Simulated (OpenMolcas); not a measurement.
# doublet [GeH2]+ at 6 levels

We compute a comparison of 6 runs (UHF/3-21G, U-r2SCAN/def2-TZVPPD, UB3LYP/def2-TZVPPD, UM06-L/def2-TZVPPD, USVWN5/def2-TZVPPD, UTPSS/def2-TZVPPD) of doublet [GeH2]+. 

Program for the calculation: OpenMolcas 26.06.

### Step 1. The structure to begin with

[GeH2]+: 3 atoms, total charge +1, spin state doublet. SMILES of the parent species: `[GeH2]`. The coordinates come from a PBE0-D4/def2-TZVP relaxation. That shape belongs to the parent species and isn't relaxed for this state.

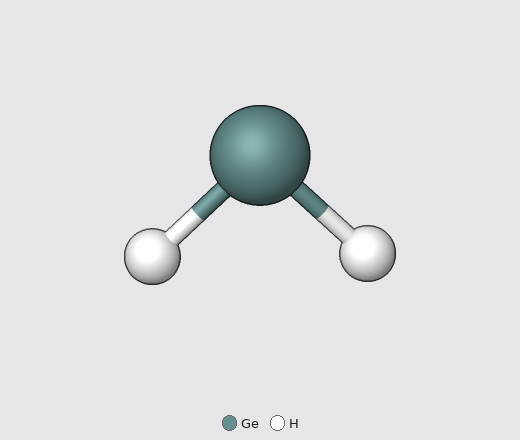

Viewed from a chosen angle; germanium teal, hydrogen white.

### Step 2. The energy at UHF/3-21G (run 1)

Contents of mol.inp:

```
&GATEWAY
BasLib=$CurrDir
Coord
3
angstrom
Ge      -0.570100       0.405100      -0.263700
H        0.783000       0.743600       0.509000
H       -0.212900      -1.148700      -0.245300
Basis=3-21G
Group=NoSym
&SEWARD
&SCF
UHF
Charge=1
Spin=2
Thresholds=1e-10 1e-07 1e-07 1e-05
PrOrbitals=1 2
```

The basis set 3-21G is read from a file made from the Basis Set Exchange's data (not shown).

Run with:

```
$ export MOLCAS_MEM=1860
$ pymolcas mol.inp > mol.log
```

The program printed:

```text
--- Start Module: gateway ---
[...]
--- Stop Module: gateway /rc=_RC_ALL_IS_WELL_ ---
--- Start Module: seward ---
[...]
      Basis functions           26
--- Stop Module: seward /rc=_RC_ALL_IS_WELL_ ---
[...]
--- Start Module: scf ---
[...]
       Convergence after  14 Iterations
[...]
::    Total SCF energy                              -2066.1224231205
[...]
      Total spin, S                                     0.5038174183
[...]
      Total electronic charge=   33.000000
      Total            charge=    1.000000
[...]
      Dipole Moment (debye):
      Origin of the operator (angstrom)=   -0.5474    0.3890   -0.2532
                   X= -3.4790E-01               Y=  2.4713E-01               Z= -1.6093E-01           Total=  4.5608E-01
      Center of Charge (angstrom)
[...]
--- Stop Module: scf /rc=_RC_ALL_IS_WELL_ ---
[...]
```

Wall time 3.3 s (1 thread of AMD EPYC 7R43 (Zen 3), shared host); peak memory 0.37 GiB.

### Step 3. A single-point energy at U-r2SCAN/def2-TZVPPD (run 2)

Contents of geom.xyz:

```xyz
3

Ge    -0.570100     0.405100    -0.263700
H      0.783000     0.743600     0.509000
H     -0.212900    -1.148700    -0.245300
```

Contents of test.input:

```
>>> EXPORT MOLCAS_PRINT=2

&GATEWAY
 BasLib
 $CurrDir
 Coord
 geom.xyz
 Basis
 def2-TZVPPD
 Group
 NoSym

&SEWARD
 GridInput
 Grid=UltraFine
 End of Grid

&SCF
 UHF
 Charge
 1
 Spin
 2
 KSDFT
 2
 1.0 MGGA_X_R2SCAN
 1.0 MGGA_C_R2SCAN
 Thresholds
 1e-10 1e-07 1e-07 1e-05
 PrOrbitals
 0
```

The basis set def2-TZVPPD is read from a file made from the Basis Set Exchange's data (not shown).

Run with:

```
$ export MOLCAS_MEM=1860
$ pymolcas test.input > test.log
```

The program printed:

```text
--- Start Module: gateway ---
[...]
--- Stop Module: gateway /rc=_RC_ALL_IS_WELL_ ---
--- Start Module: seward ---
[...]
      Basis functions           88
--- Stop Module: seward /rc=_RC_ALL_IS_WELL_ ---
[...]
--- Start Module: scf ---
[...]
       Convergence after  17 Iterations
[...]
::    Total KS-DFT energy                           -2077.7810978385
[...]
      Total spin, S                                     0.5029973102
[...]
      Total electronic charge=   33.000000
      Total            charge=    1.000000
[...]
      Dipole Moment (debye):
      Origin of the operator (angstrom)=   -0.5474    0.3890   -0.2532
                   X=  1.4183E-01               Y= -1.0080E-01               Z=  6.5601E-02           Total=  1.8596E-01
      Center of Charge (angstrom)
[...]
--- Stop Module: scf /rc=_RC_ALL_IS_WELL_ ---
[...]
```

Wall time 47 s (1 thread of AMD EPYC 7R43 (Zen 3), shared host); peak memory 0.48 GiB.

Runs 3 to 4 aren't shown in full; the table further down has their settings and results.

### Step 4. A single-point energy at USVWN5/def2-TZVPPD (run 5)

Contents of test.inp:

```
* GeH2 Kohn-Sham DFT

&GATEWAY
  BasLib=$CurrDir
  Coord
  3
  angstrom
  Ge      -0.570100       0.405100      -0.263700
  H        0.783000       0.743600       0.509000
  H       -0.212900      -1.148700      -0.245300
  Basis=def2-TZVPPD
  Group=NoSym

&SEWARD
  GridInput
  Grid=UltraFine
  End of Grid

&SCF
  UHF
  Charge=1
  Spin=2
  KSDFT=SVWN5
  Thresholds=1e-10 1e-07 1e-07 1e-05
  PrOrbitals=0
```

The basis set def2-TZVPPD is read from a file made from the Basis Set Exchange's data (not shown).

Run with:

```
$ export MOLCAS_MEM=1860
$ pymolcas test.inp > test.log
```

The program printed:

```text
--- Start Module: gateway ---
[...]
--- Stop Module: gateway /rc=_RC_ALL_IS_WELL_ ---
--- Start Module: seward ---
[...]
      Basis functions           88
--- Stop Module: seward /rc=_RC_ALL_IS_WELL_ ---
[...]
--- Start Module: scf ---
[...]
       Convergence after  16 Iterations
[...]
::    Total KS-DFT energy                           -2074.6151107708
[...]
      Total spin, S                                     0.5006399678
[...]
      Total electronic charge=   33.000000
      Total            charge=    1.000000
[...]
      Dipole Moment (debye):
      Origin of the operator (angstrom)=   -0.5474    0.3890   -0.2532
                   X=  2.9976E-01               Y= -2.1301E-01               Z=  1.3865E-01           Total=  3.9301E-01
      Center of Charge (angstrom)
[...]
--- Stop Module: scf /rc=_RC_ALL_IS_WELL_ ---
[...]
```

Wall time 26 s (1 thread of AMD EPYC 7R43 (Zen 3), shared host); peak memory 0.48 GiB.

### Step 5. A single-point energy at UTPSS/def2-TZVPPD (run 6)

Contents of run.inp:

```
&GATEWAY
 BasLib=$CurrDir
 BasisSet
 Ge.def2-TZVPPD....
 Ge1 -0.570100 0.405100 -0.263700 angstrom
 End of Basis
 BasisSet
 H.def2-TZVPPD....
 H2 0.783000 0.743600 0.509000 angstrom
 H3 -0.212900 -1.148700 -0.245300 angstrom
 End of Basis

&SEWARD
 GridInput
 Grid=UltraFine
 End of Grid

&SCF
 UHF
 Charge=1
 Spin=2
 KSDFT=2
 1.0 MGGA_X_TPSS
 1.0 MGGA_C_TPSS
 Thresholds=1e-10 1e-07 1e-07 1e-05
 PrOrbitals=1 1
```

The basis set def2-TZVPPD is read from a file made from the Basis Set Exchange's data (not shown).

Run with:

```
$ export MOLCAS_MEM=1860
$ pymolcas run.inp > run.log
```

The program printed:

```text
--- Start Module: gateway ---
[...]
--- Stop Module: gateway /rc=_RC_ALL_IS_WELL_ ---
--- Start Module: seward ---
[...]
      Basis functions           88
--- Stop Module: seward /rc=_RC_ALL_IS_WELL_ ---
[...]
--- Start Module: scf ---
[...]
       Convergence after  17 Iterations
[...]
::    Total KS-DFT energy                           -2077.7728312037
[...]
      Total spin, S                                     0.5020811621
[...]
      Total electronic charge=   33.000000
      Total            charge=    1.000000
[...]
      Dipole Moment (debye):
      Origin of the operator (angstrom)=   -0.5474    0.3890   -0.2532
                   X=  9.8523E-02               Y= -7.0027E-02               Z=  4.5570E-02           Total=  1.2918E-01
      Center of Charge (angstrom)
[...]
--- Stop Module: scf /rc=_RC_ALL_IS_WELL_ ---
[...]
```

It took 51 s on 1 thread of AMD EPYC 7R43 (Zen 3), shared host; peak memory 0.48 GiB.

### Step 6. All runs side by side

| run | level | integration grid | energy (Eh) | HOMO energy (eV) | LUMO energy (eV) | ⟨S²⟩ | wall time |
| --- | --- | --- | --- | --- | --- | --- | --- |
| 1 | UHF/3-21G | – | -2066.122423 | -18.29 | -7.82 | 0.758 | 3.3 s |
| 2 | U-r2SCAN/def2-TZVPPD | UltraFine | -2077.781098 | -14.85 | -12.51 | 0.756 | 47 s |
| 3 | UB3LYP/def2-TZVPPD | UltraFine | -2077.846922 | -15.34 | -12.36 | 0.755 | 34 s |
| 4 | UM06-L/def2-TZVPPD | UltraFine | -2077.743878 | -14.41 | -12.98 | 0.753 | 46 s |
| 5 | USVWN5/def2-TZVPPD | UltraFine | -2074.615111 | -14.37 | -13.22 | 0.751 | 26 s |
| 6 | UTPSS/def2-TZVPPD | UltraFine | -2077.772831 | -14.60 | -12.79 | 0.754 | 51 s |

### Step 7. Outcome

```
                                 quantity           value
                      run 6: total energy  -2077.77283 Eh
run 6: HOMO energy (highest over α and β)       -14.60 eV
 run 6: LUMO energy (lowest over α and β)       -12.79 eV
                              run 6: ⟨S²⟩           0.754
```

What this shows: Totals of different functionals can't be ranked against each other. All runs together took 3.4 min, the longest 51 s.
